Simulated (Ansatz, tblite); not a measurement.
# Ga8P7 zinc blende ring rod (Ga8P7H24−): charged states by level of theory

What does removing an electron cost or gain for Ga8P7 zinc blende ring rod (Ga8P7H24−)? Each charged state is run at several levels.

The runs use Ansatz 0.2.0, Gaussian basis; as each input shows.

Levels to be run: charge 0 doublet, at the geometry of the singlet (PBE0-D4/def2-SVP, PBE-D4/def2-SVP, B2PLYP/def2-SVP); the starting singlet's energies come from earlier runs.

**1. The geometry**

The geometry is that of the singlet, from an earlier relaxation (r2SCAN-D4/def2-SVP).

39 atoms, charge -1, spin multiplicity 1.

Atoms are counted from 1 here; the program's logs count them from 0.

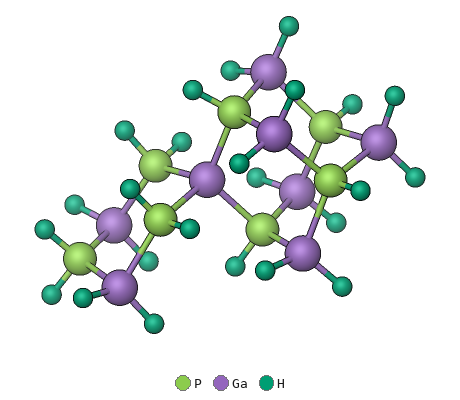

The geometry (phosphorus green, gallium purple, hydrogen teal).

The ion is computed in the gas phase, without counter-ions or solvent.

**2. Charge 0 doublet at the fixed geometry, PBE0-D4/def2-SVP**

File in.yaml:

```yaml
crystal:
  periodic: [false, false, false]
  atoms:
    - {symbol: P, position_ang: [-1.093205, -1.094646, -0.731606]}
    - {symbol: P, position_ang: [1.652920, -0.978050, -3.087829]}
    - {symbol: P, position_ang: [-0.972830, -0.975816, 4.703886]}
    - {symbol: P, position_ang: [1.513066, -1.147149, 2.051244]}
    - {symbol: P, position_ang: [-0.982712, 1.654614, -3.084631]}
    - {symbol: P, position_ang: [1.674641, 1.676327, -0.631751]}
    - {symbol: P, position_ang: [-1.147138, 1.509691, 2.052837]}
    - {symbol: Ga, position_ang: [-2.614761, 0.421051, -1.855332]}
    - {symbol: Ga, position_ang: [-2.612825, 0.447760, 3.624639]}
    - {symbol: Ga, position_ang: [0.371882, 0.376999, -4.612580]}
    - {symbol: Ga, position_ang: [0.422750, -2.613039, -1.859099]}
    - {symbol: Ga, position_ang: [0.268676, 0.267969, 0.561638]}
    - {symbol: Ga, position_ang: [3.239640, 0.203491, -1.758411]}
    - {symbol: Ga, position_ang: [0.455838, -2.612566, 3.626567]}
    - {symbol: Ga, position_ang: [0.199153, 3.241065, -1.755191]}
    - {symbol: H, position_ang: [-1.806243, -1.809873, 0.274646]}
    - {symbol: H, position_ang: [2.478660, -1.764576, -3.942415]}
    - {symbol: H, position_ang: [-1.661087, -1.665473, 5.739532]}
    - {symbol: H, position_ang: [-0.162201, -0.161977, 5.541964]}
    - {symbol: H, position_ang: [2.363594, -1.904442, 1.207215]}
    - {symbol: H, position_ang: [2.496862, -0.380771, 2.733451]}
    - {symbol: H, position_ang: [-1.770996, 2.480663, -3.937292]}
    - {symbol: H, position_ang: [2.350903, 2.352108, 0.426357]}
    - {symbol: H, position_ang: [-1.903762, 2.362548, 1.210583]}
    - {symbol: H, position_ang: [-0.380697, 2.491612, 2.737691]}
    - {symbol: H, position_ang: [-3.558034, -0.417585, -2.790892]}
    - {symbol: H, position_ang: [-3.246908, 1.320532, -0.716500]}
    - {symbol: H, position_ang: [-3.571481, -0.511437, 2.850924]}
    - {symbol: H, position_ang: [-3.102212, 1.489365, 4.691853]}
    - {symbol: H, position_ang: [-0.571084, -0.566059, -5.453124]}
    - {symbol: H, position_ang: [1.352889, 1.359985, -5.358486]}
    - {symbol: H, position_ang: [-0.416134, -3.555912, -2.794889]}
    - {symbol: H, position_ang: [1.324785, -3.245881, -0.722679]}
    - {symbol: H, position_ang: [3.845532, -0.724904, -0.626202]}
    - {symbol: H, position_ang: [4.216497, 1.082218, -2.623378]}
    - {symbol: H, position_ang: [-0.500889, -3.575624, 2.855201]}
    - {symbol: H, position_ang: [1.499488, -3.096869, 4.694101]}
    - {symbol: H, position_ang: [-0.728465, 3.845298, -0.621459]}
    - {symbol: H, position_ang: [1.075888, 4.219314, -2.620584]}
basis:
  gaussian: {orbitals: def2-SVP, fitting: {mean_field: def2-universal-jkfit}}
magnetization: {spin_polarized: true, initial_magnetization: 1}
hamiltonian: {xc: pbe0, dispersion: d4}
scf: {omitted_lower_state_checks: [starts]}
output: {orbitals: {seedname: orbitals}}
```

Run with:

```bash
$ ansatz run in.yaml --threads 2 --pin off --events-out ev --progress --plain --max-ram 32768MiB --backend cuda --devices 0, --max-vram 18GiB
```

The log of the run:

```text
Functional definition: PBE0
  name "PBE0"
  cite "Adamo & Barone, J. Chem. Phys. 110, 6158 (1999) doi:10.1063/1.478522"
  cite "Perdew, Burke & Ernzerhof, Phys. Rev. Lett. 77, 3865 (1996) doi:10.1103/PhysRevLett.77.3865"
  parent pbe
  parameter a = 0.25
  parameter kappa = 0.804
  parameter beta = 0.06672455060314922
  exchange = (1 - a)*pbe_x(kappa = kappa, mu = beta*pi^2/3) + a*exact_x
  correlation = pbe_c(beta = beta)
these checks for a lower state are left out or cut short: starts
3456 factors; integrals over basis functions are off by at most 3.5e-1 eV
mean field evaluation 1: about -484282.2600 eV, gradient 4.0e1 eV
mean field evaluation 2: about -484277.3532 eV, gradient 5.2e1 eV
mean field evaluation 4: about -484287.0832 eV, gradient 9.0e0 eV
mean field evaluation 8: about -484287.9362 eV, gradient 6.1e-1 eV
mean field evaluation 16: about -484287.9369 eV, gradient 2.4e-2 eV
mean field evaluation 32: about -484287.9369 eV, gradient 2.3e-3 eV
mean field -484287.93692298 eV, -17797.2534197659 hartree, gradient 4.1e-6 eV, S^2 0.755303; 0 other end points of the search recorded, 0 dependent functions left out
reference -484287.93699681 eV, -17797.2534224790 hartree; 189, 188 occupied and 313, 314 virtual orbitals, 3456 factors
Total energy: -484290.39987909 eV, -17797.3439317335 hartree
Checks for a lower state left out: starts
```

Run time: 19 s. Hardware: 1 × H100 (card shared with other runs) with 2 threads of AMD EPYC 7R13, shared host.

From the report: HOMO -7.43 eV, LUMO -6.43 eV (over both spins); ⟨S²⟩ 0.755 (pure: 0.75).

**3. Charge 0 doublet at the fixed geometry, PBE-D4/def2-SVP**

start.molden holds the orbitals of an earlier run on this state, given as this run's starting guess.

in.yaml, as its differences from that of step 2:

```diff
@@ -43,5 +43,5 @@
 basis:
-  gaussian: {orbitals: def2-SVP, fitting: {mean_field: def2-universal-jkfit}}
+  gaussian: {orbitals: def2-SVP, fitting: {mean_field: def2-universal-jkfit}, initial_orbitals: start.molden}
 magnetization: {spin_polarized: true, initial_magnetization: 1}
-hamiltonian: {xc: pbe0, dispersion: d4}
+hamiltonian: {xc: pbe, dispersion: d4}
 scf: {omitted_lower_state_checks: [starts]}
```

Same command.

The log of the run:

```text
Functional definition: PBE
  name "PBE"
  cite "Perdew, Burke & Ernzerhof, Phys. Rev. Lett. 77, 3865 (1996) doi:10.1103/PhysRevLett.77.3865"
  parent pbe
  parameter kappa = 0.804
  parameter beta = 0.06672455060314922
  exchange = pbe_x(kappa = kappa, mu = beta*pi^2/3)
  correlation = pbe_c(beta = beta)
these checks for a lower state are left out or cut short: starts
3456 factors; integrals over basis functions are off by at most 3.5e-1 eV
mean field evaluation 1: about -484271.9689 eV, gradient 1.1e1 eV
mean field evaluation 2: about -484272.5015 eV, gradient 4.9e-1 eV
mean field evaluation 4: about -484272.5050 eV, gradient 1.5e-1 eV
mean field evaluation 8: about -484272.5108 eV, gradient 1.4e-2 eV
mean field evaluation 16: about -484272.5108 eV, gradient 1.2e-4 eV
mean field -484272.51081833 eV, -17796.6865208761 hartree, gradient 1.2e-6 eV, S^2 0.751315; 0 other end points of the search recorded, 0 dependent functions left out
reference -484272.51091710 eV, -17796.6865245061 hartree; 189, 188 occupied and 313, 314 virtual orbitals, 3456 factors
Total energy: -484275.23046512 eV, -17796.7864660522 hartree
Checks for a lower state left out: starts
```

Run time: 15 s. Hardware: 1 × H100 (card shared with other runs) with 2 threads of AMD EPYC 7R13, shared host.

Report: HOMO -6.39 eV, LUMO -6.37 eV (over both spins); ⟨S²⟩ 0.751 (pure: 0.75).

**4. Charge 0 doublet at the fixed geometry, B2PLYP/def2-SVP**

in.yaml, as its differences from that of step 3:

```diff
@@ -45,4 +45,3 @@
 magnetization: {spin_polarized: true, initial_magnetization: 1}
-hamiltonian: {xc: pbe, dispersion: d4}
+hamiltonian: {xc: {name: B2PLYP}}
 scf: {omitted_lower_state_checks: [starts]}
-output: {orbitals: {seedname: orbitals}}
```

Same command.

The log of the run:

```text
Functional definition: B2PLYP
  name "B2PLYP"
  cite "Grimme, J. Chem. Phys. 124, 034108 (2006) doi:10.1063/1.2148954"
  cite "Becke, Phys. Rev. A 38, 3098 (1988) doi:10.1103/PhysRevA.38.3098"
  cite "Lee, Yang & Parr, Phys. Rev. B 37, 785 (1988) doi:10.1103/PhysRevB.37.785"
  parameter a = 0.53
  parameter c = 0.27
  exchange = (1 - a)*b88_x + a*exact_x
  correlation = (1 - c)*lyp_c + c*(mp2_os + mp2_ss)
these checks for a lower state are left out or cut short: starts
3456 factors; integrals over basis functions are off by at most 3.5e-1 eV
mean field evaluation 1: about -484234.0570 eV, gradient 1.1e1 eV
mean field evaluation 2: about -484234.7144 eV, gradient 6.5e-1 eV
mean field evaluation 4: about -484234.7316 eV, gradient 1.9e-1 eV
mean field evaluation 8: about -484234.7784 eV, gradient 1.2e0 eV
mean field evaluation 16: about -484234.8261 eV, gradient 1.6e-2 eV
mean field -484234.82611460 eV, -17795.3016335579 hartree, gradient 2.0e-6 eV, S^2 0.761836; 0 other end points of the search recorded, 0 dependent functions left out
107 core orbitals not correlated: weight in the atoms' cores, before any rotation towards them, 1.000 or more for the frozen orbitals, at most 0.000 for the correlated occupied ones
reference -484234.82649293 eV, -17795.3016474610 hartree; 82, 81 occupied and 313, 314 virtual orbitals, 3456 factors
second order -90.73199102 eV of doubles, -0.00000000 eV of singles
Total energy: -484259.32413050 eV, -17796.2019190368 hartree
Checks for a lower state left out: starts
```

Run time: 31 s. Hardware: 1 × H100 (card shared with other runs) with 2 threads of AMD EPYC 7R13, shared host; peak host memory 3.2 GiB.

⟨S²⟩ 0.762 (pure: 0.75).

**5. Vertical ionisation energy**

Charged state less starting state, singlet to doublet; the starting state's energies are those of its earlier runs.

```csv
level,vertical ionisation energy (eV),time
PBE-D4/def2-SVP,+4.78,26 s
PBE0-D4/def2-SVP,+5.31,28 s
B2PLYP/def2-SVP,+5.45,60 s
```

Times add the two runs; a level without a time comes out of a correlated run.

Beside −ε(HOMO) of the starting state:

```csv
level,−ε(HOMO) (eV),by difference (eV),mismatch (eV)
PBE-D4/def2-SVP,2.95,4.78,-1.83
PBE0-D4/def2-SVP,4.03,5.31,-1.28
```

**6. Summary of results**

| quantity | value |
| --- | --- |
| vertical ionisation energy, functionals in def2-SVP | 4.78 (PBE-D4) to 5.45 eV (B2PLYP) |

In words: The vertical ionisation energy spans 4.78 to 5.45 eV over the functionals. −ε(HOMO) misses the level's own difference by -1.28 eV at best (PBE0-D4) and -1.83 eV at worst (PBE-D4).
